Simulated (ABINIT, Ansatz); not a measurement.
# Converging GW for K2H4Pt (I4/mmm) in ABINIT, part 2 of 2

Aim: raise bands and screening cutoff together for K2H4Pt (I4/mmm) and follow gap and time.

ABINIT 10.8.3; PBEsol and many-body steps on it, plane waves. Known limits of the many-body steps: not at the basis limit; no spin polarisation; d states lean on the start; no spin-orbit coupling; coarse k mesh.

So far. Step 3 (Screening, 2×2×2 mesh, 45 bands, screening to 62.6 eV): Local fields lower ε∞ by 21 %. On a Γ-centred mesh this coarse the value itself is usually too large, while a short band sum pulls it down. Step 4 (45 bands, 62.6 eV): The gap on the mesh goes from 2.61 eV to 4.26 eV, a correction of +1.65 eV.

### 6. 104 bands, 114.3 eV

This step: G0W0 on PBEsol, plane waves, norm-conserving pseudopotentials.

run.abi

```
acell 3*1.0 Angstrom
rprim 
  -2.874560180000 2.874560180000 3.861188830000
  2.874560180000 -2.874560180000 3.861188830000
  2.874560180000 2.874560180000 -3.861188830000
ntypat 3
znucl 19 1 78
natom 7
typat 1 1 2 2 2 2 3
xred 
  0.250000000000 0.750000000000 0.500000000000
  0.750000000000 0.250000000000 0.500000000000
  0.202788050000 0.797211950000 0.000000000000
  0.202788050000 0.202788050000 0.405576100000
  0.797211950000 0.202788050000 0.000000000000
  0.797211950000 0.797211950000 0.594423900000
  0.000000000000 0.000000000000 0.000000000000
pp_dirpath "pseudos"
pseudos "K.upf, H.upf, Pt.upf"
ecut 38
ngkpt 2 2 2
nshiftk 1
shiftk 0 0 0
kptopt 1
chksymbreak 0
istwfk *1
occopt 1
irdwfk 1
optdriver 4
nband 104
gwcalctyp 0
ecutsigx 38
symsigma 1
nkptgw 3
kptgw 
  0.5000000000 0.5000000000 0.0000000000
  0.5000000000 0.5000000000 0.5000000000
  0.0000000000 0.0000000000 0.0000000000
bdgw 
  19 22
  18 22
  18 22
ecuteps 4.2
irdscr 1
ppmodel 1
indata_prefix "in"
outdata_prefix "out"
tmpdata_prefix "tmp"
```

Command:

```bash
> OMP_NUM_THREADS=1 mpirun -n 4 abinit run.abi > log
```

Numbers of over 12 decimals in the logs are rounded to 6 here.

The log of the run:

```text
.Version 10.8.3 of ABINIT. v10.8.2 released Aug 2026.

 Symmetries : space group I4/m m m (#139); Bravais tI (body-center tetrag.)
[... echo of the input left out ...]
== DATASET  1 ==================================================================
-   mpi_nproc: 4, omp_nthreads: 1 (-1 if OMP is not activated)

--- !DatasetInfo
iteration_state: {dtset: 1, }
dimensions: {natom: 7, nkpt: 4, mband: 104, nsppol: 1, nspinor: 1, nspden: 1, mpw: 9692, }
cutoff_energies: {ecut:  38.0, pawecutdg:  -1.0, }
electrons: {nelect:   4.00000000E+01, charge:   0.00000000E+00, occopt:   1.00000000E+00, tsmear:   1.00000000E-02, }

 SIGMA: Calculation of the GW corrections

 Based on a program developped by R.W. Godby, V. Olevano, G. Onida, and L. Reining.
 Incorporated in ABINIT by V. Olevano, G.-M. Rignanese, and M. Torrent.
.Using double precision arithmetic ; gwpc =  8

[... cell and pseudopotentials left out ...]
--------------------------------------------------------------------------------

 ==== K-mesh for the wavefunctions ====
 Number of points in the irreducible wedge :     4
[... list of points left out ...]
 Together with 16 symmetry operations and time-reversal symmetry
 yields     8 points in the full Brillouin Zone.

 ==== Q-mesh for screening function ====
 Number of points in the irreducible wedge :     4
[... list of points left out ...]
 Together with 16 symmetry operations and time-reversal symmetry
 yields     8 points in the full Brillouin Zone.

 vcoul_init : cutoff-mode = AUXILIARY_FUNCTION
 q-points for optical limit:   1
     1)      0.000010    0.000020    0.000030
 setmesh: FFT mesh size selected  =    72x   72x   72
          total number of points  =       373248

 Number of electrons calculated from density =   40.0000; Expected =   40.0000
[...]
number of plane-waves for wavefunctions          9657
 number of bands                                   104
 number of q-points in IBZ                           4
 number of frequencies                               2
 number of real frequencies                          1
 number of imag frequencies                          1

 matrix elements of self-energy operator (all in [eV])

 Perturbative Calculation

--- !SelfEnergy_ee
iteration_state: {dtset: 1, }
kpoint     : [   0.500,    0.500,    0.000, ]
spin       : 1
KS_gap     :    3.641
QP_gap     :    5.441
Delta_QP_KS:    1.800
data: !SigmaeeData |
     Band     E0 <VxcDFT>   SigX SigC(E0)      Z dSigC/dE  Sig(E)    E-E0       E
       19   0.814 -19.621 -23.952   3.892   0.787  -0.271 -19.966  -0.345   0.470
       20   1.111 -17.314 -20.766   2.818   0.798  -0.253 -17.820  -0.506   0.605
       21   4.752 -10.342  -6.670  -2.153   0.852  -0.174  -9.048   1.294   6.046
[...]
--- !SelfEnergy_ee
iteration_state: {dtset: 1, }
kpoint     : [   0.500,    0.500,    0.500, ]
spin       : 1
KS_gap     :    2.625
QP_gap     :    4.185
Delta_QP_KS:    1.559
data: !SigmaeeData |
     Band     E0 <VxcDFT>   SigX SigC(E0)      Z dSigC/dE  Sig(E)    E-E0       E
[...]
--- !SelfEnergy_ee
iteration_state: {dtset: 1, }
kpoint     : [   0.000,    0.000,    0.000, ]
spin       : 1
KS_gap     :    4.989
QP_gap     :    6.983
Delta_QP_KS:    1.994
data: !SigmaeeData |
     Band     E0 <VxcDFT>   SigX SigC(E0)      Z dSigC/dE  Sig(E)    E-E0       E
[...]
21   5.785  -8.441  -4.168  -2.530   0.851  -0.176  -6.958   1.482   7.268
       22   6.309  -7.737  -3.708  -2.757   0.861  -0.161  -6.642   1.095   7.404

== END DATASET(S) ==============================================================
================================================================================

 -outvars: echo values of variables after computation  --------
           etotal      0.0000000000E+00
            nband         104
             nkpt           4
          spgroup         139
 [... the other variables as echoed above ...]

 Calculation completed.
```

Elapsed: 15 s, on 4 MPI ranks of Intel Xeon Platinum 8488C (Sapphire Rapids), shared host; peak memory 1.7 GiB.

Numbers from this step:

```
G0W0 gap on the points computed              : 4.164 eV
starting gap on the mesh                     : 2.606 eV
k of the valence top                         : 0.5, 0.5, 0
k of the conduction bottom                   : 0.5, 0.5, 0.5
Z at the valence top                         : 0.798
Z at the conduction bottom                   : 0.858
least direct G0W0 gap on the computed points : 4.185 eV
```

Against G0W0 in ABINIT (2×2×2 mesh, 45 bands, screening to 62.6 eV, Godby-Needs plasmon pole), the gap moves by −0.092 eV.

### 7. Screening, 2×2×2 mesh, 227 bands, screening to 176.9 eV

This step: RPA screening on PBEsol, plane waves, norm-conserving pseudopotentials.

Edit run.abi of step 6 so:

```diff
@@ -28,19 +28,8 @@
 irdwfk 1
-optdriver 4
-nband 104
-gwcalctyp 0
-ecutsigx 38
-symsigma 1
-nkptgw 3
-kptgw 
-  0.5000000000 0.5000000000 0.0000000000
-  0.5000000000 0.5000000000 0.5000000000
-  0.0000000000 0.0000000000 0.0000000000
-bdgw 
-  19 22
-  18 22
-  18 22
-ecuteps 4.2
-irdscr 1
-ppmodel 1
+optdriver 3
+nband 227
+ecuteps 6.5
+inclvkb 2
+awtr 1
+symchi 1
 indata_prefix "in"
```

The log of the run:

```text
.Version 10.8.3 of ABINIT. v10.8.2 released Aug 2026.

 Symmetries : space group I4/m m m (#139); Bravais tI (body-center tetrag.)
[... echo of the input left out ...]
== DATASET  1 ==================================================================
-   mpi_nproc: 4, omp_nthreads: 1 (-1 if OMP is not activated)

--- !DatasetInfo
iteration_state: {dtset: 1, }
dimensions: {natom: 7, nkpt: 4, mband: 227, nsppol: 1, nspinor: 1, nspden: 1, mpw: 9692, }
cutoff_energies: {ecut:  38.0, pawecutdg:  -1.0, }
[...]
--------------------------------------------------------------------------------
[... chi0 elements left out ...]
 For q-point:  0.000010 0.000020 0.000030
  dielectric constant =   2.8208
  dielectric constant without local fields =   3.6708

  Average fulfillment of the sum rule on Im[epsilon] for q-point    1 :     74.78  [%]
[... wings left out ...]
  q-point number  2        q = ( 0.500000, 0.000000, 0.000000) [r.l.u.]
--------------------------------------------------------------------------------
[... chi0 elements left out ...]
  Average fulfillment of the sum rule on Im[epsilon] for q-point    2 :     79.16  [%]

 [... 2 further q-points ...]
```

Run time: 77 s. Hardware: 4 MPI ranks; peak memory 2.6 GiB; 5.1 min of CPU time.

This step gave:

- ε∞ with local fields, on this mesh, along the program's q direction: 2.821
- the same without local fields: 3.671
- plasma frequency: 20.79 eV
- plane waves in the screening matrix: 685

### 8. 227 bands, 176.9 eV

This step: G0W0 on PBEsol, plane waves, norm-conserving pseudopotentials.

Edit run.abi of step 7 so:

```diff
@@ -28,8 +28,19 @@
 irdwfk 1
-optdriver 3
+optdriver 4
 nband 227
+gwcalctyp 0
+ecutsigx 38
+symsigma 1
+nkptgw 3
+kptgw 
+  0.5000000000 0.5000000000 0.0000000000
+  0.5000000000 0.5000000000 0.5000000000
+  0.0000000000 0.0000000000 0.0000000000
+bdgw 
+  19 22
+  18 22
+  18 22
 ecuteps 6.5
-inclvkb 2
-awtr 1
-symchi 1
+irdscr 1
+ppmodel 1
 indata_prefix "in"
```

The log of the run:

```text
.Version 10.8.3 of ABINIT. v10.8.2 released Aug 2026.

 Symmetries : space group I4/m m m (#139); Bravais tI (body-center tetrag.)
[... echo of the input left out ...]
== DATASET  1 ==================================================================
-   mpi_nproc: 4, omp_nthreads: 1 (-1 if OMP is not activated)

--- !DatasetInfo
iteration_state: {dtset: 1, }
dimensions: {natom: 7, nkpt: 4, mband: 227, nsppol: 1, nspinor: 1, nspden: 1, mpw: 9692, }
cutoff_energies: {ecut:  38.0, pawecutdg:  -1.0, }
[...]
Band     E0 <VxcDFT>   SigX SigC(E0)      Z dSigC/dE  Sig(E)    E-E0       E
[...]
21   5.785  -8.441  -4.168  -2.793   0.849  -0.178  -7.184   1.256   7.042
       22   6.309  -7.737  -3.708  -2.974   0.857  -0.167  -6.833   0.904   7.212

== END DATASET(S) ==============================================================
================================================================================

 -outvars: echo values of variables after computation  --------
           etotal      0.0000000000E+00
            nband         227
             nkpt           4
          spgroup         139
 [... the other variables as echoed above ...]

 Calculation completed.
```

The job ended after 71 s (4 MPI ranks; peak memory 2.4 GiB).

This step gave:

```yaml
g0w0_gap_on_the_points_computed: 4.254 eV
starting_gap_on_the_mesh: 2.606 eV
k_of_the_valence_top: 0.5, 0.5, 0
k_of_the_conduction_bottom: 0.5, 0.5, 0.5
least_direct_g0w0_gap_on_the_computed_points: 4.273 eV
```

Against G0W0 in ABINIT (2×2×2 mesh, 104 bands, screening to 114.3 eV, Godby-Needs plasmon pole), the gap moves by +0.090 eV.

### 9. The runs together

Times are wall times on 4 MPI ranks of Intel Xeon Platinum 8488C (Sapphire Rapids), shared host, good to a factor of about two. A run's time includes the screening step that it read.

| run | mesh | bands | screening cutoff (eV) | DFT gap (eV) | gap on the mesh (eV) | direct (eV) | ε∞ used | time |
| --- | --- | --- | --- | --- | --- | --- | --- | --- |
| 45 bands, 62.6 eV | 2×2×2 | 45 | 62.6 | 2.606 | 4.256 | 4.265 | 2.79 | 19 s |
| 104 bands, 114.3 eV | 2×2×2 | 104 | 114.3 | 2.606 | 4.164 | 4.185 | 2.82 | 44 s |
| 227 bands, 176.9 eV | 2×2×2 | 227 | 176.9 | 2.606 | 4.254 | 4.273 | 2.82 | 2.5 min |

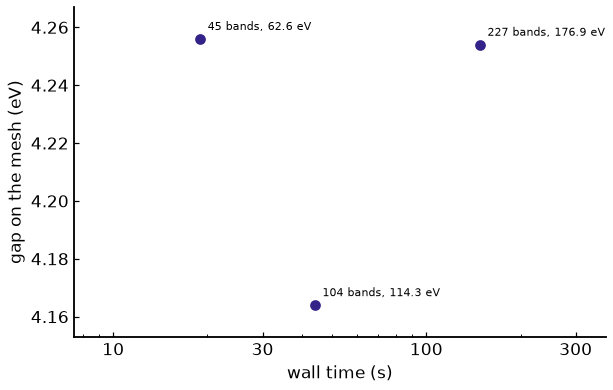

Result against wall time.

### 10. What came out

| Property | Result |
| --- | --- |
| 45 bands, 62.6 eV | 4.256 eV |
| 104 bands, 114.3 eV | 4.164 eV |
| 227 bands, 176.9 eV | 4.254 eV |
| known limits | not at the basis limit; no spin polarisation; d states lean on the start; no spin-orbit coupling; coarse k mesh |

**Reading.** From the first rung to the last the gap moves by −0.002 eV for 7.8 times the time. The gap turns back along the series, so no limit is drawn from it. In the G0W0 runs levels were corrected at 3 k points alone, so a gap called «on the mesh» is the least over those, and an edge elsewhere would be missed. The 2×2×2 mesh is coarse for this cell, which bears on the long-range parts of exchange and screening. The runs have no spin polarisation. For a closed low-spin shell that is the natural state; where a d or f shell is open it is a constraint, and the gap is then not the crystal's own. With d states at the gap, one-shot GW leans hard on its start. The many-body steps are scalar-relativistic: spin-orbit coupling is not in them.

[Paths, hosts, dates, memory and timing lines, banners, echoed tables and standing remarks are left out of the program output.]

[Logs are printed without paths, hosts, clocks, repeated set-up lines and the standing remarks that a program may print on its own settings, such as how far it seeks lower states.]

[Runs of the session that timed out or met a known fault of the program may be left out.]

[Hosts, paths, dates, database ids (printed as entryN), source tags and the programs' standing remarks are cut or masked in the printed files.]

[G0W0 gaps are taken among the corrected bands and points alone; a level outside them can change the order at an edge.]

[Where Ansatz stands beside ABINIT at settings called matched, ABINIT's density can come from a denser mesh and the files from another edition; pairs whose starting gaps differed by over 0.03 eV were left out, so agreement reads better than it is.]
